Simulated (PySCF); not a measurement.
RuH (quartet)

```xyz
2

H     0.0000    0.0000   -1.5734
Ru    0.0000    0.0000    0.0156
```

Core potentials replace the inner electrons of Ru.

Theory: PBE0/cc-pVDZ(-PP), non-relativistic Hamiltonian with scalar-relativistic core potentials where named, at a bond length of 1.589 Å in PySCF.

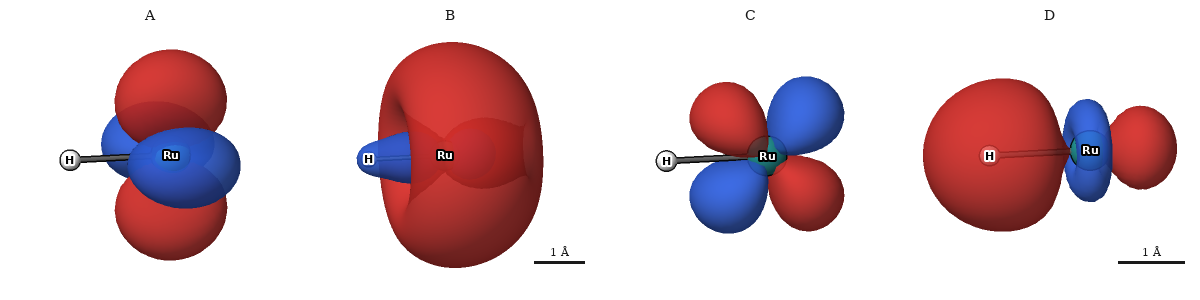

Figure 1. Four frontier β-spin orbitals, each drawn at the value that holds 80 % of its norm (red and blue are the two phases), in no order; of a degenerate pair one member is drawn.

### Label each orbital by symmetry, say whether it is occupied, and order them by energy.

Orbital D: σ, occupied in this spin, −8.38 eV; shared between the atoms (H 50 %, Ru 50 %).
Orbital C: π, occupied in this spin, −5.59 eV; almost wholly on Ru.
Orbital B: σ, empty in this spin, −2.08 eV; almost wholly on Ru.
Orbital A: δ, empty in this spin, −1.87 eV; almost wholly on Ru.

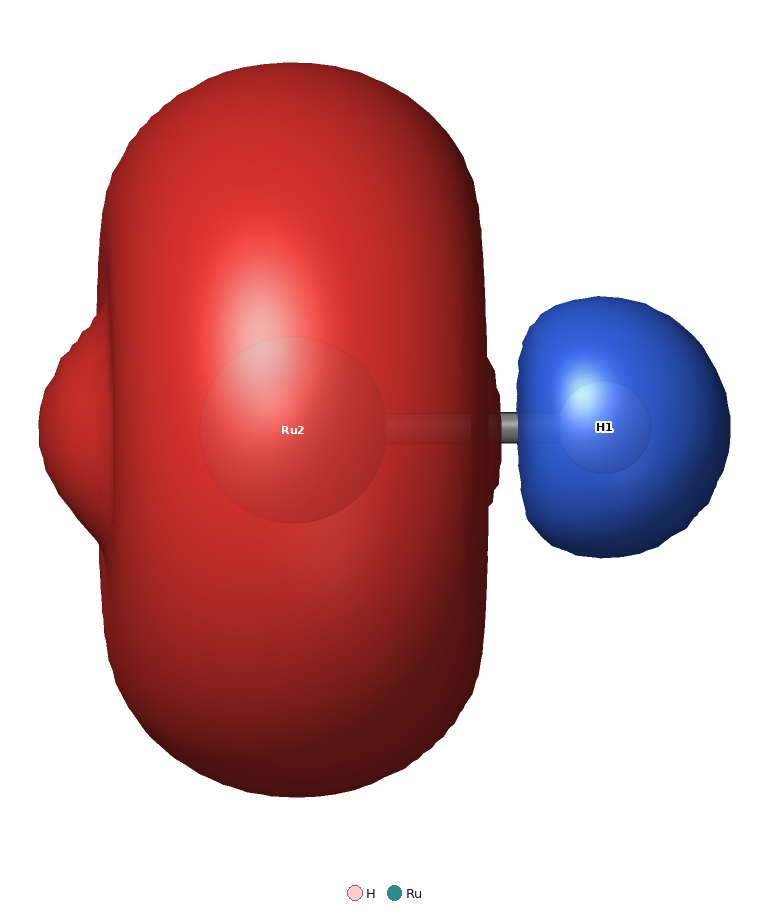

Figure 2. Isosurfaces of the spin density at +0.02 (red) and −0.02 e/Å³ (blue), seen from one side.

### Describe the spin distribution.

The unpaired spin (3 electrons) lies mostly on Ru2 (about 3.0), in electrons by Hirshfeld's partition.

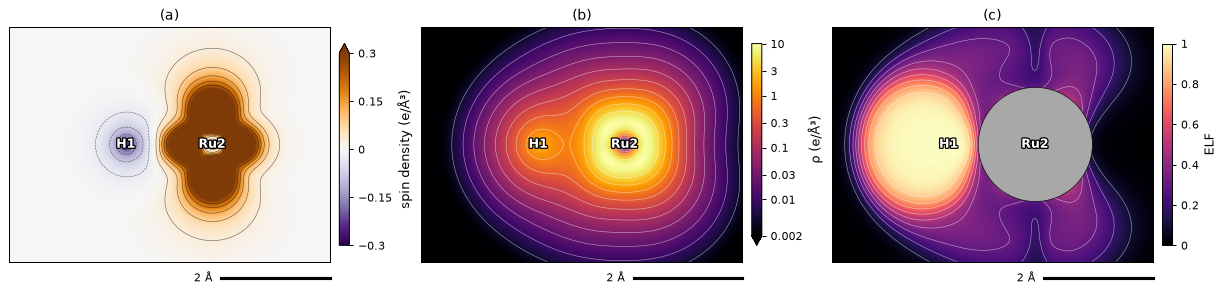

Figure 3. (a) spin density; (b) electron density; (c) ELF on a plane that holds the molecular axis. Grey discs cover the atomic cores in the ELF map.

### Describe what can be read from this map.

- The section cuts through H and Ru sites.
- Ru–H (1.59 Å): ρ is about 1.8 e/Å³ halfway; the ELF climbs to about 1 towards the hydrogen.
